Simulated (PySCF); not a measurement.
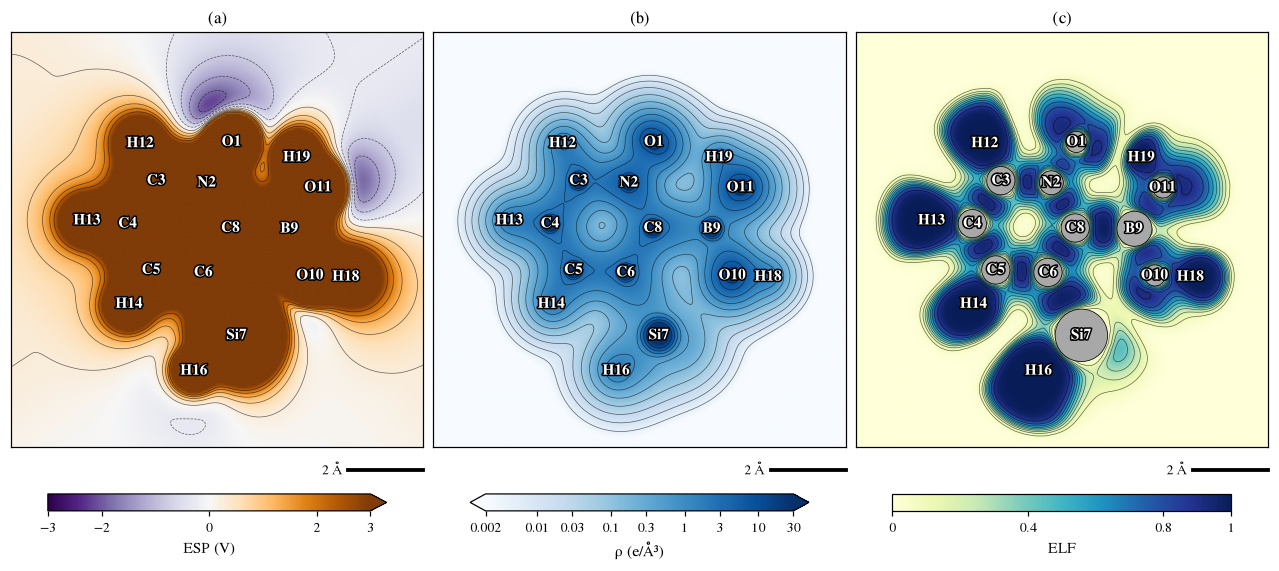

The picture shows: C5H8BNO3Si (SMILES [O-][n+]1cccc([SiH3])c1B(O)O). (a) molecular electrostatic potential; (b) electron density; (c) ELF on the plane of atoms C8, B9 and O10. Grey discs cover the atomic cores in the ELF map.

Geometry: GFN2-xTB.

Computed with B97-2/6-31G*, SCF density, gas phase, non-relativistic in PySCF 2.14.0.

```xyz
19

O    -1.8318   -2.0412    0.6053
N    -0.6699   -1.5563    0.4043
C     0.4030   -2.3641    0.5037
C     1.6756   -1.8876    0.2964
C     1.8608   -0.5520   -0.0189
C     0.7574    0.2884   -0.1231
Si    0.9764    2.1261   -0.5494
C    -0.5092   -0.2394    0.0928
B    -1.7935    0.6725   -0.0196
O    -1.5371    1.9659   -0.3409
O    -3.0404    0.2301    0.1795
H     0.1832   -3.3909    0.7534
H     2.5118   -2.5643    0.3838
H     2.8533   -0.1637   -0.1835
H     0.5973    2.9921    0.5614
H     2.4456    2.2364   -0.6700
H     0.4358    2.4446   -1.8660
H    -2.3017    2.5376   -0.4154
H    -3.0265   -0.7249    0.3989
```

**Describe what can be read from this map.**

The section cuts through O, N, C, Si, B and H sites.
N–O (1.27 Å): ρ is about 2.9 e/Å³ halfway; the ELF peaks at about 0.85 between the atoms (localised, covalent bonding).
B–O (1.34 Å): the density is about 2.2 e/Å³ at the midpoint; the ELF peaks at about 0.90 between the atoms: a polar covalent bond.
C–N (1.35 Å): ρ at the midpoint is about 2.5 e/Å³; the ELF peaks at about 0.95 between the atoms: localised, covalent bonding.
C–C (1.37 Å): ρ is about 2.2 e/Å³ halfway; the ELF peaks at about 0.95 between the atoms: a covalent bond.
C–B (1.58 Å): ρ at the midpoint is about 1.4 e/Å³; the ELF peaks at about 1 between the atoms, as expected for a shared electron pair.
The ELF also peaks beside O11 and O1, away from the bonds: lone-pair regions.
Outside the dense part of the molecule the potential is most negative (−2.2 V) near O1.
